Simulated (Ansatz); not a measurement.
# Cobalt, beta-Sn type under PBEsol: structure, energy and stiffness

What does PBEsol give for cobalt in the beta-Sn type structure? We relax it, solve it on a dense k-mesh, then scale the cell to 7 volumes from 88 to 112 % of the relaxed one and try a fit of the equation of state. Spin polarisation is left out, though the real metal is magnetic, so this state lies above the ground state. The k-meshes are 15×15×10 for the relaxation; 31×31×21 for the dense run; 21×21×15 for the volumes.

Program: Ansatz 0.2.0. Level of theory: DFT PBEsol, plane waves (420 eV) with PAW, scalar-relativistic; PBE-made PAW files. These are calculated values, not measurements.

**1. The starting structure**

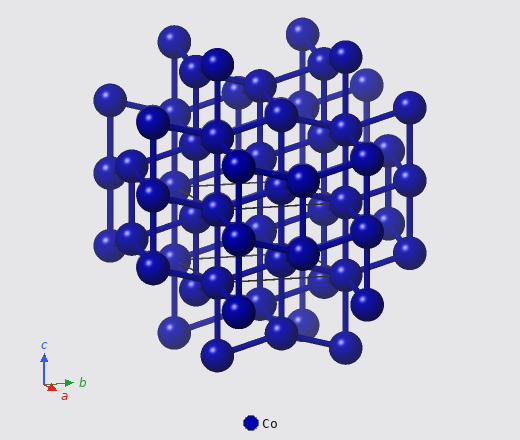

Start, viewed slightly off an axis; cobalt blue. 1×1×2 conventional cells are drawn; the run uses a primitive one. Any atoms on the faces are drawn again on the opposite ones, and bonded neighbours outside are added.

As a file:

```cif
data_structure
_symmetry_space_group_name_H-M 'P 1'
_symmetry_Int_Tables_number 1
_cell_length_a 3.3351
_cell_length_b 3.3351
_cell_length_c 3.3351
_cell_angle_alpha 97.454
_cell_angle_beta 97.454
_cell_angle_gamma 137.779
_cell_volume 23.25
loop_
_atom_site_label
_atom_site_type_symbol
_atom_site_fract_x
_atom_site_fract_y
_atom_site_fract_z
_atom_site_occupancy
Co1 Co 0.00000 0.00000 0.00000 1
Co2 Co 0.75000 0.25000 0.50000 1
```

**2. Relaxation of the cell**

input.yaml reads:

```yaml
crystal:
  lattice:
    - [-2.1999784191, 2.1999784191, 1.2011882168]
    - [2.1999784191, -2.1999784191, 1.2011882168]
    - [2.1999784191, 2.1999784191, -1.2011882168]
  atoms:
    - { symbol: Co, position: [0.0, 0.0, 0.0] }
    - { symbol: Co, position: [0.75, 0.25, 0.5] }
hamiltonian:
  xc: pbesol
  pseudopotentials:
    kind: paw
    azcp:
      Co: "pseudopotentials/Co.paw.azcp"
basis:
  ecutwfc: 420
  fft_grid_basis: typed
kpoints:
  mp_grid: { grid: [15, 15, 10], shift: [0, 0, 0] }
magnetization:
  spin_polarized: false
scf:
  occupations: { method: fermi_dirac, width: 0.1 }
relax:
  max_steps: 60
  f_tol: 0.01
  cell: {}
```

What it wrote:

```text
Warning: <dir> the record states the generating functional pbe (its physics header spells it `PBE`), which answers neither for hamiltonian.xc's functional nor for the pbesol family's — results may be inconsistent (PPs are generated against a specific XC)
Warning: crystal.symmetry: narrowed to the stabiliser of the k-point mesh — unitary ops 16 → 4; excluded 12 operations that carry a point of the 15×15×10 mesh (shift [0, 0, 0]) off the mesh (the run samples exactly the mesh kpoints.mp_grid names, as under crystal.symmetry.detect: false, and its converged state has the mesh's symmetry, not the crystal's; ε∞, the Born charges and the force constants of a linear response (`dielectric:` by the response, `phonons.method: dfpt`) are averaged over those of the crystal's operations that the state keeps within a tolerance, where `mesh_tensors`, `unaveraged_element` or `gamma_mean_max_change_ev_ang2` stands beside them; a row that `dielectric.field_direction` solves alone is averaged likewise, with nothing beside; a Γ-centred mesh of equal divisions is mapped onto itself by every operation and keeps the whole group, as does a half-shifted one under kpoints.further_shifts: images)
Warning: RAYON_NUM_THREADS=2 ignored (pool sized by the plan → 2); use --threads N
Engine: ansatz 0.2.0, aarch64-unknown-linux-gnu
Pseudopotentials: kind: paw
Pseudopotential: Co, paw, valence charge 17, recommended cutoff 420 eV (normal), <dir>
Functional definition: PBEsol
  exchange = pbesol_x
  correlation = pbesol_c
Crystal: 2 atoms, lattice volume = 23.255 Å³
Basis set: ecut = 420 eV, 453 PW (Γ), exchange–correlation on 48×48×48 points (8 copies of the dense FFT grid, shifted against one another)
Bands: 21, of which v1, the nominal top of the filled ones, is band 17 counted from 1 (16 counted from 0)
Symmetry: 4 space group operations
k-points: 608 of 2250
Non-local potential: Co, projectors of the file, l = 0: 3, l = 1: 2, l = 2: 3, l = 3: 1
PAW form: soft (Blöchl's): semilocal exchange-correlation on the pseudo side does not see the compensation charge
PAW frozen core: Co, regenerated for the run's functional, and the local potential with it (the file was generated under x = pbe(κ = 0.804, μ = 0.2195149727645171), c = pbe(β = 0.06672455060314922))
PAW one-centre angular grid: Co, 590 points (default); XC on 64 Gauss nodes
Initial density: superposition of atomic densities (neutral atoms: chi_scale 0, normalization atom), corrected by the library's trained network
Initial wavefunctions: pseudopotential atomic-orbital guess
Functional: x = pbesol(κ = 0.804, μ = 0.12345679012345678), c = pbesol(β = 0.046)
SCF iter   1: F=—  HF=-10184.495779 eV  |F-HF|=—  |Δ(HF+E_count)|=         —  Δρ=2.88e-2  dr2=1.03e-1  ethr=1.77e-3  ⟨swp⟩=4.5  Hψ=47032  notcnv=0
preconditioner: auto → none  [metal: Δε(μ)=0.001 eV  Ē_g=5.447 eV  σ=0.100 eV  W_gap=0.00  n_scr=8 (ndim 8)  ℏωp=32.7 eV  f_vac=0.000  D(μ)=5.11/eV (n_scr^D=94)  sad-step TF]
SCF iter   2: F=—  HF=-10184.479346 eV  |F-HF|=—  |Δ(HF+E_count)|=   1.64e-2  Δρ=1.11e-2  dr2=1.71e-2  ethr=3.02e-4  ⟨swp⟩=2.0  Hψ=18987  notcnv=0
SCF iter   3: F=—  HF=-10184.476245 eV  |F-HF|=—  |Δ(HF+E_count)|=   3.10e-3  Δρ=1.23e-3  dr2=2.03e-4  ethr=5.04e-5  ⟨swp⟩=2.3  Hψ=16721  notcnv=0
SCF iter   4: F=—  HF=-10184.476210 eV  |F-HF|=—  |Δ(HF+E_count)|=   3.55e-5  Δρ=5.44e-4  dr2=1.47e-5  ethr=5.96e-7  ⟨swp⟩=2.1  Hψ=18720  notcnv=0
SCF iter   5: F=—  HF=-10184.476202 eV  |F-HF|=—  |Δ(HF+E_count)|=   8.10e-6  Δρ=1.54e-4  dr2=1.03e-6  ethr=4.33e-8  ⟨swp⟩=1.1  Hψ=12890  notcnv=0
SCF iter   6: F=-10184.476203 eV  HF=-10184.476203 eV  |F-HF|=1.95e-8  |Δ(HF+E_count)|=   8.65e-7  Δρ=1.80e-5  dr2=2.66e-8  ethr=2.94e-10  ⟨swp⟩=5.0  Hψ=54972  notcnv=0
SCF 1 converged in 6 iterations: F = -10184.476203 eV  dr2 = 2.66e-8
relax step   1: F+E_penalty+E_count = -10184.47620264 eV  Δ(F+E_penalty+E_count) = +0.000e0 eV  max|allowed force component| = 1.006e-4 eV/Å  Δτ_max = 0.0000 Å  P = -13.604 GPa  Ω = 23.255 Å³  (6 SCF iters, dr2 threshold 1.00e-7 eV, accepted)
[... from here on, the SCF cycles and remarks between the steps are left out ...]
relax step   2: F+E_penalty+E_count = -10184.54439707 eV  Δ(F+E_penalty+E_count) = -6.819e-2 eV  max|allowed force component| = 2.649e-4 eV/Å  Δτ_max = 0.0000 Å  P = -6.483 GPa  Ω = 22.370 Å³  energy of the carried Pulay correction = +8.595e-4 eV  (6 SCF iters, dr2 threshold 2.00e-7 eV, accepted)
relax step   3: F+E_penalty+E_count = -10184.56758017 eV  Δ(F+E_penalty+E_count) = -2.318e-2 eV  max|allowed force component| = 4.443e-4 eV/Å  Δτ_max = 0.0000 Å  P = +1.917 GPa  Ω = 21.556 Å³  energy of the carried Pulay correction = +1.683e-3 eV  (6 SCF iters, dr2 threshold 2.00e-7 eV, accepted)
relax step   4: F+E_penalty+E_count = -10184.56844362 eV  Δ(F+E_penalty+E_count) = -8.634e-4 eV  max|allowed force component| = 2.359e-4 eV/Å  Δτ_max = 0.0001 Å  P = +0.019 GPa  Ω = 21.727 Å³  energy of the carried Pulay correction = +1.509e-3 eV  (6 SCF iters, dr2 threshold 2.00e-7 eV, accepted)
relax step   5: F+E_penalty+E_count = -10184.56844525 eV  Δ(F+E_penalty+E_count) = -1.636e-6 eV  max|allowed force component| = 1.464e-4 eV/Å  Δτ_max = 0.0002 Å  P = +0.009 GPa  Ω = 21.728 Å³  energy of the carried Pulay correction = +1.508e-3 eV  (6 SCF iters, dr2 threshold 9.16e-9 eV, accepted)
relax step   6: F+E_penalty+E_count = -10184.56844703 eV  Δ(F+E_penalty+E_count) = -1.779e-6 eV  max|allowed force component| = 7.451e-4 eV/Å  Δτ_max = 0.0001 Å  P = -0.001 GPa  Ω = 21.729 Å³  energy of the carried Pulay correction = +1.507e-3 eV  (8 SCF iters, accepted)
relax step   7: F+E_penalty+E_count = -10184.56845212 eV  Δ(F+E_penalty+E_count) = -5.091e-6 eV  max|allowed force component| = 1.517e-3 eV/Å  Δτ_max = 0.0001 Å  P = -0.002 GPa  Ω = 21.729 Å³  energy of the carried Pulay correction = +1.506e-3 eV  (7 SCF iters, dr2 threshold 1.01e-8 eV, accepted)
relax step   8: F+E_penalty+E_count = -10184.56865324 eV  Δ(F+E_penalty+E_count) = -2.011e-4 eV  max|allowed force component| = 8.321e-3 eV/Å  Δτ_max = 0.0017 Å  P = +0.003 GPa  Ω = 21.728 Å³  energy of the carried Pulay correction = +1.508e-3 eV  (6 SCF iters, dr2 threshold 1.85e-8 eV, accepted)
relax step   9: F+E_penalty+E_count = -10184.57074433 eV  Δ(F+E_penalty+E_count) = -2.091e-3 eV  max|allowed force component| = 2.488e-2 eV/Å  Δτ_max = 0.0054 Å  P = -0.098 GPa  Ω = 21.736 Å³  energy of the carried Pulay correction = +1.500e-3 eV  (6 SCF iters, dr2 threshold 2.00e-7 eV, accepted)
relax step  10: F+E_penalty+E_count = -10184.61457979 eV  Δ(F+E_penalty+E_count) = -4.384e-2 eV  max|allowed force component| = 1.404e-1 eV/Å  Δτ_max = 0.0257 Å  P = -0.086 GPa  Ω = 21.656 Å³  energy of the carried Pulay correction = +1.582e-3 eV  (6 SCF iters, dr2 threshold 2.00e-7 eV, accepted)
relax step  11: F+E_penalty+E_count = -10184.69576280 eV  Δ(F+E_penalty+E_count) = -8.118e-2 eV  max|allowed force component| = 2.089e-1 eV/Å  Δτ_max = 0.0289 Å  P = +0.533 GPa  Ω = 21.457 Å³  energy of the carried Pulay correction = +1.787e-3 eV  (6 SCF iters, dr2 threshold 2.00e-7 eV, accepted)
relax step  12: F+E_penalty+E_count = -10184.78002514 eV  Δ(F+E_penalty+E_count) = -8.426e-2 eV  max|allowed force component| = 9.514e-2 eV/Å  Δτ_max = 0.0336 Å  P = +1.867 GPa  Ω = 21.184 Å³  energy of the carried Pulay correction = +2.068e-3 eV  (6 SCF iters, dr2 threshold 2.00e-7 eV, accepted)
relax step  13: F+E_penalty+E_count = -10184.83291288 eV  Δ(F+E_penalty+E_count) = -5.289e-2 eV  max|allowed force component| = 3.002e-1 eV/Å  Δτ_max = 0.0249 Å  P = +2.757 GPa  Ω = 21.024 Å³  energy of the carried Pulay correction = +2.236e-3 eV  (6 SCF iters, dr2 threshold 2.00e-7 eV, accepted)
relax step  14: F+E_penalty+E_count = -10184.95141761 eV  Δ(F+E_penalty+E_count) = -1.185e-1 eV  max|allowed force component| = 4.009e-1 eV/Å  Δτ_max = 0.0107 Å  P = -0.360 GPa  Ω = 21.026 Å³  energy of the carried Pulay correction = +2.237e-3 eV  (6 SCF iters, dr2 threshold 2.00e-7 eV, accepted)
relax step  15: F+E_penalty+E_count = -10185.10541452 eV  Δ(F+E_penalty+E_count) = -1.540e-1 eV  max|allowed force component| = 3.454e-1 eV/Å  Δτ_max = 0.0176 Å  P = -1.015 GPa  Ω = 20.675 Å³  energy of the carried Pulay correction = +2.613e-3 eV  (6 SCF iters, dr2 threshold 2.00e-7 eV, accepted)
relax step  16: F+E_penalty+E_count = -10185.16031750 eV  Δ(F+E_penalty+E_count) = -5.490e-2 eV  max|allowed force component| = 1.316e-1 eV/Å  Δτ_max = 0.0172 Å  P = +1.516 GPa  Ω = 20.398 Å³  energy of the carried Pulay correction = +2.910e-3 eV  (6 SCF iters, dr2 threshold 2.00e-7 eV, accepted)
relax step  17: F+E_penalty+E_count = -10185.16215054 eV  Δ(F+E_penalty+E_count) = -1.833e-3 eV  max|allowed force component| = 8.382e-3 eV/Å  Δτ_max = 0.0063 Å  P = +0.465 GPa  Ω = 20.427 Å³  energy of the carried Pulay correction = +2.879e-3 eV  (6 SCF iters, dr2 threshold 2.00e-7 eV, accepted)
relax step  18: F+E_penalty+E_count = -10185.16203291 eV  Δ(F+E_penalty+E_count) = +1.176e-4 eV  max|allowed force component| = 7.019e-3 eV/Å  Δτ_max = 0.0005 Å  P = -0.557 GPa  Ω = 20.484 Å³  energy of the carried Pulay correction = +2.817e-3 eV  (6 SCF iters, dr2 threshold 2.00e-7 eV, rejected (line search))
relax step  19: F+E_penalty+E_count = -10185.16219933 eV  Δ(F+E_penalty+E_count) = -4.879e-5 eV  max|allowed force component| = 2.769e-3 eV/Å  Δτ_max = 0.0005 Å  P = -0.061 GPa  Ω = 20.456 Å³  energy of the carried Pulay correction = +2.848e-3 eV  (6 SCF iters, accepted)
relax step  20: F+E_penalty+E_count = -10185.16220666 eV  Δ(F+E_penalty+E_count) = -7.332e-6 eV  max|allowed force component| = 1.020e-4 eV/Å  Δτ_max = 0.0001 Å  P = +0.008 GPa  Ω = 20.453 Å³  energy of the carried Pulay correction = +2.851e-3 eV  (6 SCF iters, dr2 threshold 7.87e-8 eV, accepted)
relax step  21: F+E_penalty+E_count = -10185.22393843 eV  Δ(F+E_penalty+E_count) = -6.173e-2 eV  max|allowed force component| = 1.294e-2 eV/Å  Δτ_max = 0.0000 Å  P = +5.390 GPa  Ω = 20.453 Å³  stress off target by 1.04e1 GPa  SCF on the basis re-selected at this cell (its energy is not comparable with the rows above)  (7 SCF iters)
relax step  22: F+E_penalty+E_count = -10185.24307982 eV  Δ(F+E_penalty+E_count) = -1.914e-2 eV  max|allowed force component| = 1.802e-2 eV/Å  Δτ_max = 0.0015 Å  P = +1.683 GPa  Ω = 20.710 Å³  energy of the carried Pulay correction = -2.934e-4 eV  (6 SCF iters, dr2 threshold 2.00e-7 eV, accepted)
relax step  23: F+E_penalty+E_count = -10185.24494941 eV  Δ(F+E_penalty+E_count) = -1.870e-3 eV  max|allowed force component| = 2.104e-3 eV/Å  Δτ_max = 0.0009 Å  P = +0.091 GPa  Ω = 20.824 Å³  energy of the carried Pulay correction = -4.224e-4 eV  (6 SCF iters, dr2 threshold 2.00e-7 eV, accepted)
relax step  24: F+E_penalty+E_count = -10185.24496501 eV  Δ(F+E_penalty+E_count) = -1.560e-5 eV  max|allowed force component| = 1.099e-4 eV/Å  Δτ_max = 0.0001 Å  P = -0.004 GPa  Ω = 20.830 Å³  energy of the carried Pulay correction = -4.294e-4 eV  (6 SCF iters, dr2 threshold 9.27e-8 eV, accepted)
relax step  25: F+E_penalty+E_count = -10185.24582998 eV  Δ(F+E_penalty+E_count) = -8.650e-4 eV  max|allowed force component| = 2.915e-4 eV/Å  Δτ_max = 0.0000 Å  P = +0.103 GPa  Ω = 20.830 Å³  stress off target by 1.77e-1 GPa  SCF on the basis re-selected at this cell (its energy is not comparable with the rows above)  (6 SCF iters)
relax step  26: F+E_penalty+E_count = -10185.24584363 eV  Δ(F+E_penalty+E_count) = -1.366e-5 eV  max|allowed force component| = 3.573e-5 eV/Å  Δτ_max = 0.0000 Å  P = +0.009 GPa  Ω = 20.837 Å³  energy of the carried Pulay correction = -7.881e-6 eV  (6 SCF iters, dr2 threshold 7.87e-8 eV, accepted)
relax step  27: F+E_penalty+E_count = -10185.24585388 eV  Δ(F+E_penalty+E_count) = -1.024e-5 eV  max|allowed force component| = 3.432e-5 eV/Å  Δτ_max = 0.0000 Å  P = +0.009 GPa  Ω = 20.837 Å³  stress off target by 2.30e-2 GPa  SCF on the basis re-selected at this cell (its energy is not comparable with the rows above)  (8 SCF iters)
basis re-selected at this cell: Δ(F+E_penalty+E_count) = -1.024e-5 eV, ΔP = -0.000 GPa vs the last step (what re-selecting the basis moved, of the pressure what is left beyond the Pulay correction that the steps carried, after the strain that the cell walked since its last selection, with what the two solves' SCF thresholds leave and, on support functions, any second-order correction that the steps lacked; it is no measure of the basis error at this ecutwfc). This SCF's stress stands 2.30e-2 GPa from its target on what of the cell is left free (relax.cell.stress_tol is 5.00e-2 GPa) and its largest allowed force component is 3.43e-5 eV/Å (relax.f_tol is 1.00e-2 eV/Å): within both
SCF converged after 8 iterations
Free energy (F): -10185.245854 eV
Harris-Foulkes:  -10185.245854 eV  (|F-HF|=1.82e-12)
Internal energy: -10185.101979 eV  (E = F + TS)
E sigma→0 (E₀):  -10185.173916 eV
Entropy (-TS):   -0.143875 eV (-71.937 meV/atom)
Fermi energy:    19.376000 eV
--- Per-component energies (eV) ---
  E_band       = -463.952556
  E_kinetic    = 914.068629
  E_local      = -5656.278741  (includes V_loc(G=0)·N_el)
  E_nonlocal   = 910.165370
  E_hartree    = 2377.239523
  E_xc         = -317.088164
  E_vxc        = -411.162456  (∫ρ·V_xc dr)
  E_paw        = -2965.151520  (= ΣΔE_a)
  E_vpaw       = -975.224521  (= ΣTr[D̂ρ^β])
  E_aug_tail   = 0.000117  (compensation charges beyond the density's cutoff)
  E_ewald      = -5448.434031
  E_core_change = 0.376838  (= ΣΔE_core)
  E_smearing   = -0.143875  (= −TS)
  E_closure    = 0.000000  (closes the sum)
  Σ components = -10185.245854   (vs F -10185.245854, Δ=0.00e0)
--- Forces (eV/Å), atoms counted from 1 ---
  atom   1  Co    -0.00003432     0.00003432     0.00000000
  atom   2  Co     0.00003432    -0.00003432     0.00000000
  max |Σ_I F_I| component: 0.00e0 eV/Å
--- Stress (GPa, compression-positive) ---
        0.011259       0.000459      -0.010134
        0.000459       0.011259      -0.010134
       -0.010134      -0.010134       0.004839
  P = ⅓ Tr σ = 0.0091 GPa (0.091 kbar)
--- Relaxed structure (24 steps of the walk, 23 accepted, 3 SCFs on fresh bases) ---
  F+E_penalty+E_count = -10185.24585388 eV   max|allowed force component| = 3.432e-5 eV/Å   (the final SCF, on the basis selected at the relaxed cell)
  cell:  # Å, volume = 20.8375 Å³
    - [-2.758927727635318, 2.401933527385002, 1.1628799390637201]
    - [2.401933527385002, -2.758927727635318, 1.1628799390637201]
    - [2.0148894965304316, 2.0148894965304316, -1.816715470673274]
  atoms:
    - { symbol: Co, position: [-0.01106440556859438, 0.01106440556859438, 0.0] }
    - { symbol: Co, position: [0.7610644055685939, 0.2389355944314055, 0.4999999999999996] }
```

Wall time 4 min (2 threads of Arm Neoverse V1, shared host); peak memory 0.54 GiB.

Step by step:

```csv
step,energy change (meV/atom),largest force (eV/Å),pressure (GPa),volume (Å³/atom),accepted
1,0.00,0.0001,-13.60,11.627,yes
2,-34.10,0.0003,-6.48,11.185,yes
3,-45.69,0.0004,1.92,10.778,yes
4,-46.12,0.0002,0.02,10.864,yes
5,-46.12,0.0001,0.01,10.864,yes
6,-46.12,0.0007,0.00,10.865,yes
7,-46.12,0.0015,0.00,10.865,yes
8,-46.23,0.0083,0.00,10.864,yes
9,-47.27,0.0249,-0.10,10.868,yes
10,-69.19,0.1404,-0.09,10.828,yes
11,-109.78,0.2089,0.53,10.728,yes
12,-151.91,0.0951,1.87,10.592,yes
13,-178.36,0.3002,2.76,10.512,yes
14,-237.61,0.4009,-0.36,10.513,yes
15,-314.61,0.3454,-1.02,10.337,yes
16,-342.06,0.1316,1.52,10.199,yes
17,-342.97,0.0084,0.46,10.214,yes
18,-342.92,0.0070,-0.56,10.242,no
19,-343.00,0.0028,-0.06,10.228,yes
20,-343.00,0.0001,0.01,10.227,yes
21,-373.87,0.0129,5.39,10.227,yes
22,-383.44,0.0180,1.68,10.355,yes
23,-384.37,0.0021,0.09,10.412,yes
24,-384.38,0.0001,0.00,10.415,yes
25,-384.81,0.0003,0.10,10.415,yes
26,-384.82,0.0000,0.01,10.419,yes
27,-384.83,0.0000,0.01,10.419,yes
```

Steps that repeat a cell are solved on a basis chosen anew, so their changes of energy are no gain of the relaxation.

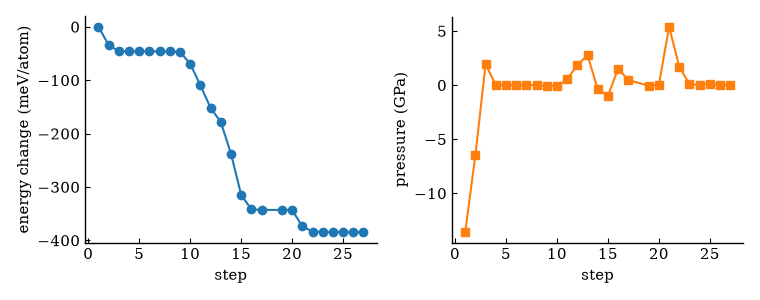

Energy and pressure over the accepted steps.

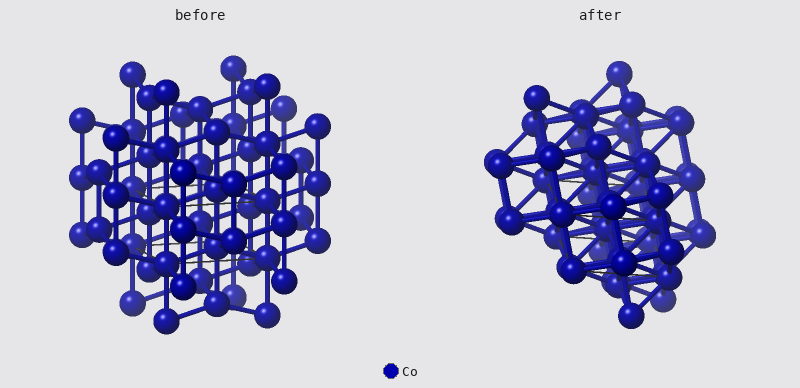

Before and after, at one scale. The cells drawn are those of the first picture.

The cell of the run, before and after:

|  | before | after | change |
| --- | --- | --- | --- |
| a (Å) | 3.335 | 3.838 | +15.1 % |
| b (Å) | 3.335 | 3.838 | +15.1 % |
| c (Å) | 3.335 | 3.379 | +1.3 % |
| α (°) | 97.45 | 102.61 | +5.3 % |
| β (°) | 97.45 | 102.61 | +5.3 % |
| γ (°) | 137.78 | 143.88 | +4.4 % |
| volume (Å³/atom) | 11.627 | 10.419 | -10.4 % |
| shortest distance (Å) | 2.280 | 2.320 | +1.7 % |
| space group (spins left aside) | I4_1/amd | Cmcm | changed |

**3. Single point on a dense mesh**

input.yaml reads:

```yaml
crystal:
  lattice:
    - [-2.7589277276, 2.4019335274, 1.1628799391]
    - [2.4019335274, -2.7589277276, 1.1628799391]
    - [2.0148894965, 2.0148894965, -1.8167154707]
  atoms:
    - { symbol: Co, position: [0.9889355944, 0.0110644056, 1.0] }
    - { symbol: Co, position: [0.7610644056, 0.2389355944, 0.5] }
hamiltonian:
  xc: pbesol
  pseudopotentials:
    kind: paw
    azcp:
      Co: "pseudopotentials/Co.paw.azcp"
basis:
  ecutwfc: 420
  fft_grid_basis: typed
kpoints:
  mp_grid: { grid: [31, 31, 21], shift: [0, 0, 0] }
magnetization:
  spin_polarized: false
scf:
  occupations: { method: fermi_dirac, width: 0.1 }
```

What it wrote, cut to the lines that bear on the results:

```text
Warning: 4 symmetry operations that the atoms keep within the bar at which the run's group was sought (crystal.symmetry.tolerance 1.0e-5, or twice it) were not taken beside the 4 unitary ones that the detection took (of a slab, those that keep its plane). If the more symmetric cell is [...]
Warning: <dir> the record states the generating functional pbe (its physics header spells it `PBE`), which answers neither for hamiltonian.xc's functional nor for the pbesol family's — results may be inconsistent (PPs are generated against a specific XC)
Warning: RAYON_NUM_THREADS=2 ignored (pool sized by the plan → 2); use --threads N
[...]
[... 3 set-up lines as earlier in the session ...]
[...]
Crystal: 2 atoms, lattice volume = 20.837 Å³
Basis set: ecut = 420 eV, 415 PW (Γ)
Bands: 21, of which v1, the nominal top of the filled ones, is band 17 counted from 1 (16 counted from 0)
[... 1 set-up line as earlier in the session ...]
Space group: C2/c (ITA 15), of the structure as read, at distance tolerance 2.8e-5 Å
k-points: 5216 of 20181
[...]
SCF iter   1: F=—  HF=-10185.265003 eV  |F-HF|=—  |Δ(HF+E_count)|=         —  Δρ=2.90e-2  dr2=8.72e-2  ethr=1.77e-3  ⟨swp⟩=4.2  Hψ=401296  notcnv=0
[...]
SCF iter   7: F=-10185.246737 eV  HF=-10185.246737 eV  |F-HF|=1.71e-9  |Δ(HF+E_count)|=   1.36e-7  Δρ=7.58e-6  dr2=2.38e-9  ethr=2.94e-10  ⟨swp⟩=1.4  Hψ=294285  notcnv=0
[...]
SCF converged after 7 iterations
Free energy (F): -10185.246737 eV
[...]
E sigma→0 (E₀):  -10185.175471 eV
Entropy (-TS):   -0.142532 eV (-71.266 meV/atom)
Fermi energy:    19.376904 eV
[...]
```

It took 67 s on 2 threads of Arm Neoverse V1, shared host; peak memory 1.9 GiB.

[end of part 1 of 2]
